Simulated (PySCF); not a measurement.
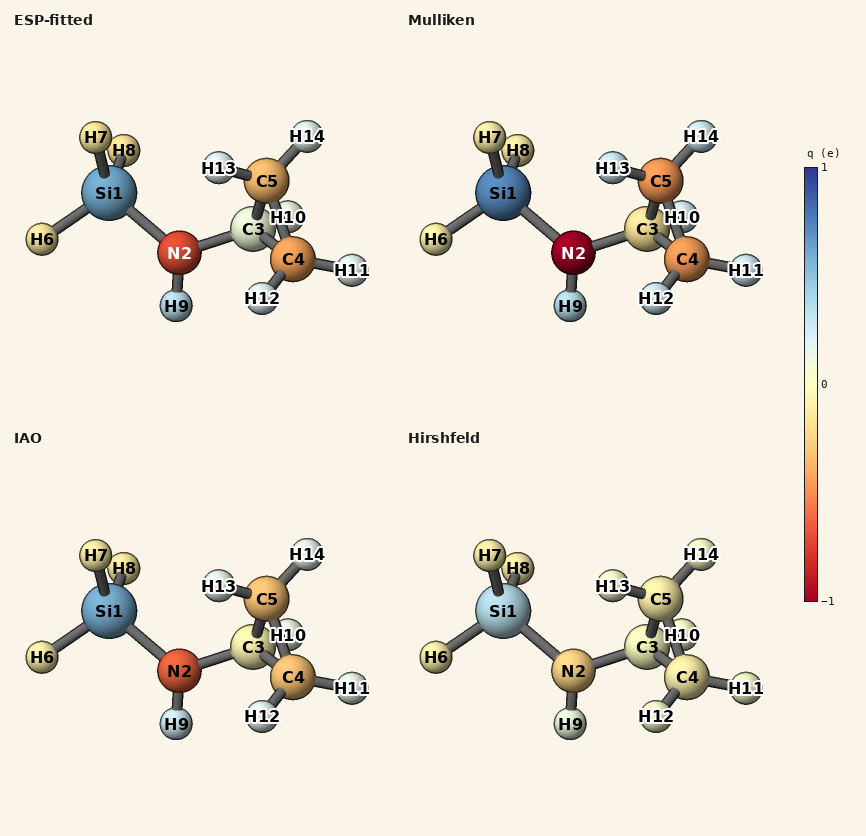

Atomic charges of one calculation by 4 schemes, on one colour scale. The computed structure is the end point of a PBE0-D3(BJ)/def2-SVP optimisation. No frequency run is at hand to confirm it as a minimum. Method: PBE0/pcSseg-0 (PySCF 2.14.0).

Question. Which scheme gives the most polar picture (largest mean size of the charges)?

Answer. The Mulliken charges are the largest in size here, and the Hirshfeld charges the smallest.

Question. On which atom do the schemes disagree most?

Answer. On N2 (from −0.99 to −0.24 e).

List the charges (e), one line for each set of equivalent atoms.

```tsv
atom	ESP-fitted	Mulliken	IAO	Hirshfeld
Si1	0.60	0.71	0.58	0.35
N2	−0.69	−0.99	−0.62	−0.24
C3	0.10	−0.15	−0.05	0.01
C4	−0.42	−0.44	−0.30	−0.09
C5	−0.33	−0.45	−0.30	−0.08
H6	−0.12	−0.08	−0.08	−0.08
H7	−0.13	−0.09	−0.09	−0.08
H8	−0.16	−0.11	−0.12	−0.10
H9	0.34	0.34	0.25	0.11
H10	0.12	0.24	0.13	0.03
H11	0.18	0.25	0.15	0.04
H12	0.18	0.25	0.16	0.04
H13	0.18	0.26	0.16	0.04
H14	0.16	0.25	0.15	0.04
```
